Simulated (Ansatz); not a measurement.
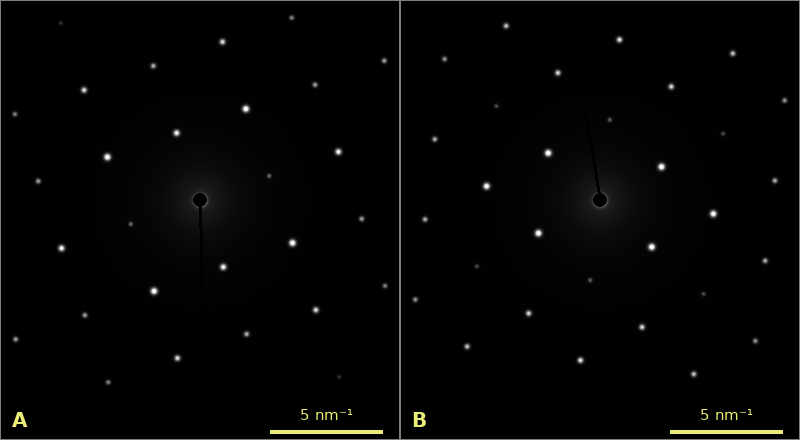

Kinematic electron diffraction patterns (120 kV, B = 0.5 Å², same scale, each along a low-index zone) of two structures of composition RuSe, each relaxed at zero pressure with DFT PBE, scalar-relativistic, plane waves, PAW (Ansatz).

The structures (standard cells):
1. F-43m (No. 216), a = 5.504 Å, 8 atoms; generated start, possibly hypothetical
2. P-6m2 (No. 187), a = 3.616 Å, c = 3.032 Å (hexagonal axes), 2 atoms; generated start, possibly hypothetical

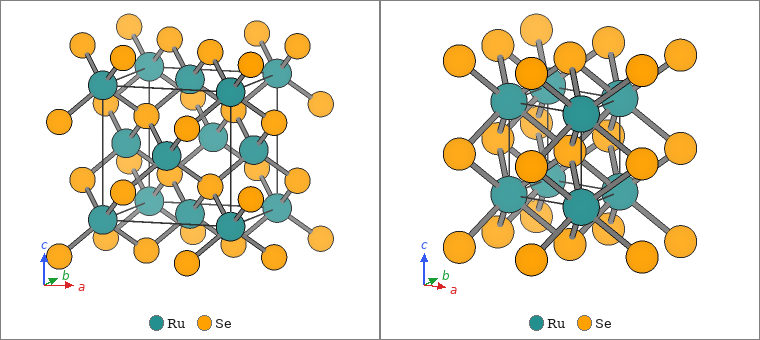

Drawings of the structures 1 to 2, from left to right (each may span several cells).

### Which pattern belongs to which structure, and along which zone?

A is structure 2 along [100] or an equivalent direction: rectangular net of 0 1 0 at d = 3.13 Å and 0 0 1 at d = 3.03 Å, 90.0° apart. B is structure 1 along [110] or an equivalent direction: centred rectangular net of -1 1 -1 at d = 3.18 Å and -1 1 1 at d = 3.18 Å, 70.5° apart.

### Which structure lies lowest at this level of theory, and by how much?

Structure 1 (F-43m, 20.84 Å³ an atom) is the lowest of these; structure 2 (P-6m2, 17.17 Å³ an atom) lies about 180 meV an atom higher. These are static energies at 0 K; other structures, not shown, may lie lower still.
